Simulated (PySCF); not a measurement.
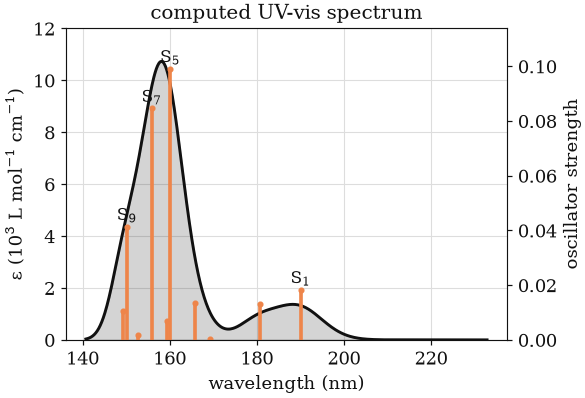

Computed absorption of C₃H₁₁AlFN, SMILES C[N+](C)(C)[AlH2-][F], singlet. Vertical TDDFT excitations, B3LYP/def2-SVPD, PySCF, at a PBE0-D3(BJ)/def2-SVP geometry (no frequency check), gas phase. Only the first 10 singlet excitations are included; each is broadened by a Gaussian of 1/e half-width 0.25 eV. Sticks give oscillator strengths (right axis).

> Which of the computed transitions is the brightest, and what character does the calculation give it?

S5 at 7.75 eV (160 nm), f = 0.099, mainly HOMO → LUMO+4 (96 %) (S6 lies within 0.06 eV, too close to order).

> Where is the lowest singlet, and is it bright?

S1 lies at 6.52 eV (190 nm) with f = 0.018, mainly HOMO → LUMO (92 %); it is weak.

> List the transitions behind the spectrum.

```tsv
state	E (eV)	λ (nm)	f	main character
S1	6.52	190	0.018	HOMO → LUMO (92 %)
S2	6.86	181	0.013	HOMO → LUMO+1 (91 %)
S3	7.32	169	0.000	HOMO → LUMO+2 (96 %)
S4	7.48	166	0.013	HOMO−1 → LUMO (98 %)
S5	7.75	160	0.099	HOMO → LUMO+4 (96 %)
S6	7.78	159	0.007	HOMO → LUMO+3 (98 %)
S7	7.96	156	0.085	HOMO−1 → LUMO+1 (96 %)
S8	8.12	153	0.002	HOMO → LUMO+5 (92 %)
S9	8.26	150	0.041	HOMO → LUMO+6 (80 %)
S10	8.31	149	0.011	HOMO → LUMO+7 (83 %)
```

Caveats: states above the negative HOMO energy depend on the basis; core orbitals are frozen in the response.
